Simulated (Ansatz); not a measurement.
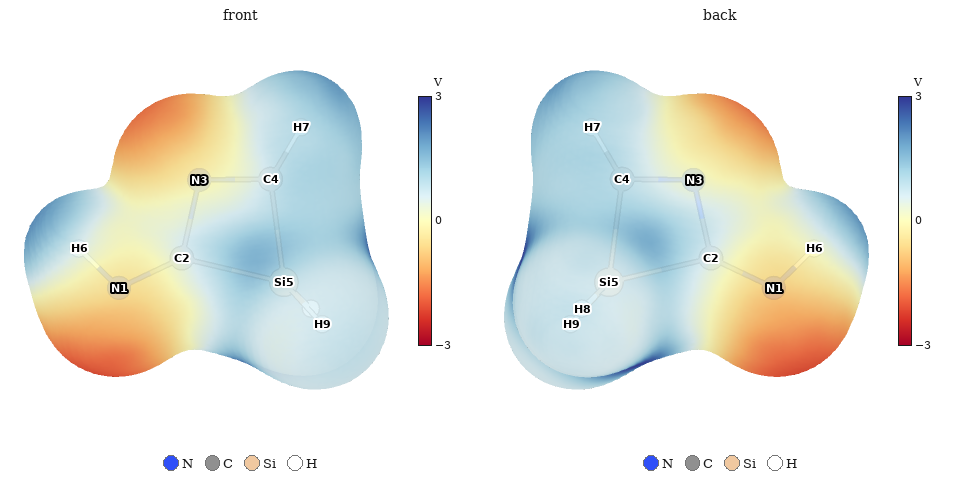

C₂H₄N₂Si (SMILES N=C1N=C[SiH2]1). The molecular electrostatic potential painted on the density surface at 0.004 e/bohr³, seen from the front and from behind; red is negative and blue positive.

Geometry: PBE0-D4/def2-TZVP.

Computed with RKS PBE0-D4/def2-TZVPP (Ansatz).

```yaml
atoms:
  - { symbol: N, position_ang: [-0.1400, 2.0696, 0.5354] }
  - { symbol: C, position_ang: [0.0087, 0.8798, 0.1717] }
  - { symbol: N, position_ang: [0.9726, 0.3613, -0.7811] }
  - { symbol: C, position_ang: [0.7058, -0.9020, -0.7919] }
  - { symbol: Si, position_ang: [-0.7040, -0.8583, 0.4623] }
  - { symbol: H, position_ang: [0.5351, 2.6732, 0.0567] }
  - { symbol: H, position_ang: [1.2723, -1.5813, -1.4250] }
  - { symbol: H, position_ang: [-2.0748, -1.1691, -0.0209] }
  - { symbol: H, position_ang: [-0.4874, -1.5196, 1.7757] }
```

> Where is the surface potential most negative and most positive?

The most negative region (about −2.1 V, or −48 kcal/mol for a unit charge) lies over N1, the most positive (about +2.8 V, or +65 kcal/mol for a unit charge) over Si5. N1 is the likeliest acceptor of a hydrogen bond.
